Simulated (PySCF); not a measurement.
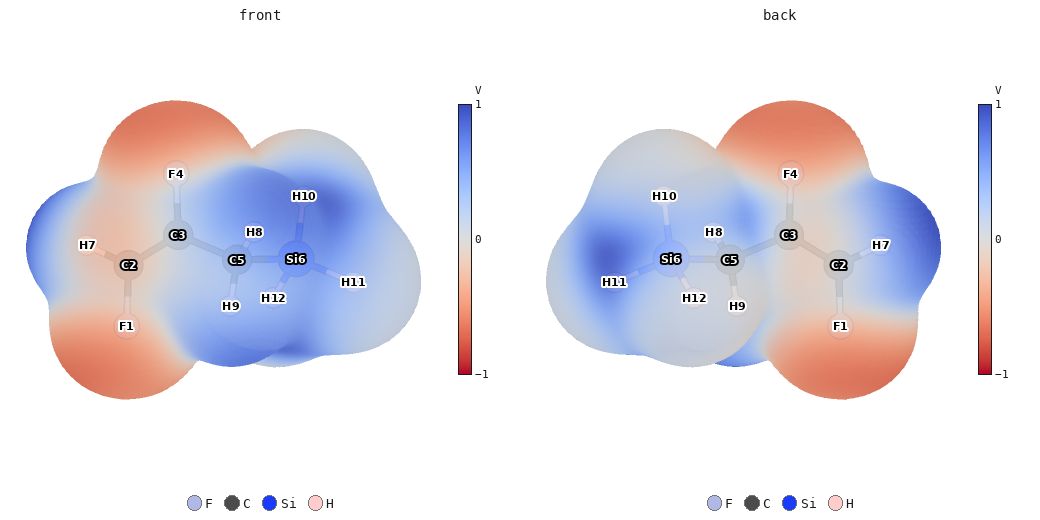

C$_{3}$H$_{6}$F$_{2}$Si (SMILES F/C=C(/F)C[SiH3]). The electrostatic potential painted on the density surface at 0.001 e/bohr³, seen from the front and from behind; the colour scale runs from red (negative) to blue (positive).

Geometry: GFN2-xTB.

All numbers below come from PySCF, PBE0/pcSseg-1, SCF density, gas phase, non-relativistic.

```xyz
12

F    -2.2413   -0.5739    1.1061
C    -1.9965   -0.2806   -0.1853
C    -0.8784    0.3394   -0.5371
F    -0.7110    0.5916   -1.8566
C     0.2489    0.7521    0.3211
Si    1.7116   -0.4859    0.1752
H    -2.7849   -0.5869   -0.8529
H     0.5840    1.7428    0.0138
H    -0.0942    0.8083    1.3522
H     2.1342   -0.5460   -1.2223
H     2.7848    0.0303    1.0244
H     1.2438   -1.7920    0.6355
```

Where is the surface potential most negative and most positive?

Answer. The most negative region (about −0.6 V) lies over F1 and F4, the most positive (about +0.9 V) over Si6 and H7.

What dipole moment does the calculation give?

Answer. Its dipole moment is 0.72 D.
